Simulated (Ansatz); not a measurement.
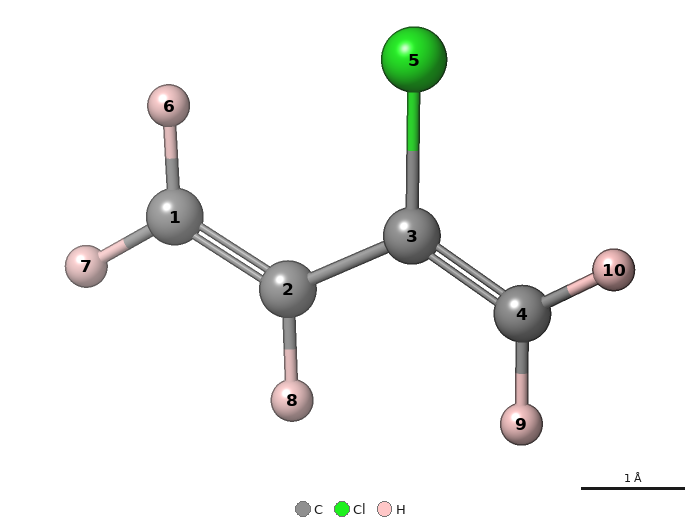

Orthographic view. Depth is shown by fading: the farther an atom, the more it takes the colour of the background. The computed structure is the end point of a PBE-D4/def2-SVP optimisation. No frequency run is at hand to confirm it as a minimum.

Write a MOL file (V2000) with the atoms in numerical order, bonds sorted by atom number with the orders drawn, and coordinates in the frame of the picture: x right, y up, z towards the viewer, origin at the mean position.

```
C4H5Cl
                    3D

 10  9  0  0  0  0  0  0  0  0999 V2000
   -1.7000    0.4000   -0.6600 C   0  0  0  0  0  0  0  0  0  0  0  0
   -0.6000   -0.3000   -0.3300 C   0  0  0  0  0  0  0  0  0  0  0  0
    0.6100    0.2200    0.3100 C   0  0  0  0  0  0  0  0  0  0  0  0
    1.6800   -0.5400    0.6300 C   0  0  0  0  0  0  0  0  0  0  0  0
    0.6300    1.9300    0.6900 Cl  0  0  0  0  0  0  0  0  0  0  0  0
   -1.7600    1.4800   -0.4500 H   0  0  0  0  0  0  0  0  0  0  0  0
   -2.5600   -0.0800   -1.1400 H   0  0  0  0  0  0  0  0  0  0  0  0
   -0.5600   -1.3800   -0.5500 H   0  0  0  0  0  0  0  0  0  0  0  0
    1.6700   -1.6200    0.3900 H   0  0  0  0  0  0  0  0  0  0  0  0
    2.5700   -0.1100    1.1100 H   0  0  0  0  0  0  0  0  0  0  0  0
  1  2  2  0
  1  6  1  0
  1  7  1  0
  2  3  1  0
  2  8  1  0
  3  4  2  0
  3  5  1  0
  4  9  1  0
  4 10  1  0
M  END
```
